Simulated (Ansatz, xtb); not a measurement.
Stretching the Ge6–H7 bond in CH6BeGe (SMILES [CH3][Be][GeH3]) (multiplicity 1 held, fragments rigid). Energies count from the point at 1.546 Å.
Geometry at that point (charge 0, multiplicity 1):
```xyz
9

Be    -0.184     1.049    -0.755
C     -0.419     2.393    -1.721
H     -1.227     3.031    -1.346
H     -0.683     2.118    -2.748
H      0.478     3.018    -1.780
Ge     0.126    -0.721     0.519
H      0.981    -1.818    -0.158
H      0.848    -0.399     1.848
H     -1.192    -1.420     0.925
```

U- levels take the lowest unrestricted solution at each point, which mixes spins at long bonds. Active spaces are followed from a long bond inwards. Levels need not reach the same state.

Cores are frozen in the correlated methods. Filled d and f shells under p-block atoms count as core.

Programs: Ansatz (a quantum-chemistry and plane-wave program) with Gaussian orbitals; xtb for the GFN methods. Each number belongs to the level named beside it. The GFN methods have no spin term and hold the electronic entropy of 300 K.

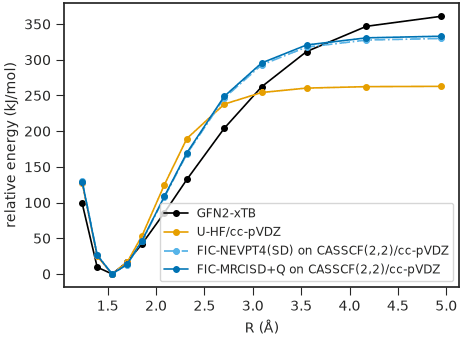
*Relative energy along the coordinate*

Task: Read off the GFN2-xTB curve at R = 2.087.

Result: about 86 kJ/mol

Doubts at one or more of the structures used: a spin-contaminated determinant (U-HF/cc-pVDZ).
